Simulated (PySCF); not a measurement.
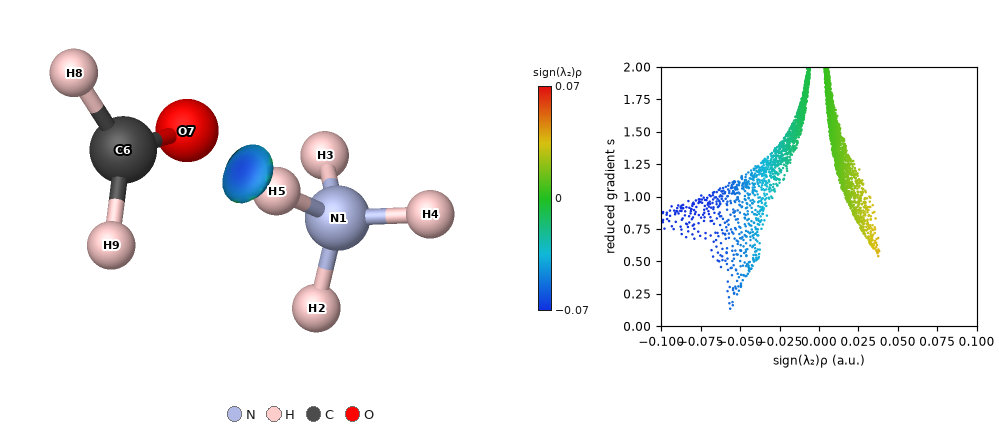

CH6NO, charge +1, SMILES `[NH4+].C=O`. Non-covalent interaction surfaces between the fragments (reduced density gradient s = 0.5, coloured by sign(λ₂)ρ in a.u.; trimmed to the region between the fragments where ρ is under 0.1 a.u.). Fragment A: NH4(+1) (atoms 1–5); fragment B: H2CO. The plot gives s against sign(λ₂)ρ for grid points between the fragments.

Computed with PySCF, PBE/6-311G**, geometry: GFN2-xTB.

Which interactions hold the two fragments together?

Answer. Bond critical points between the fragments: H5···O7, hydrogen bond, 1.60 Å, ρ = 0.057 a.u. It appears blue (attractive, sign(λ₂)ρ well below zero). The pose is a local one from a semi-empirical search, not shown to be the most stable. With a charged fragment, long-range electrostatics, which these surfaces don't show, weighs heavily in the interaction energy.

How strongly are they bound?

Answer. The counterpoise-corrected interaction energy of the frozen fragments is −21.4 kcal/mol without dispersion correction and −22.1 kcal/mol with D3(BJ). The pair geometry is semi-empirical, not a minimum at this level.
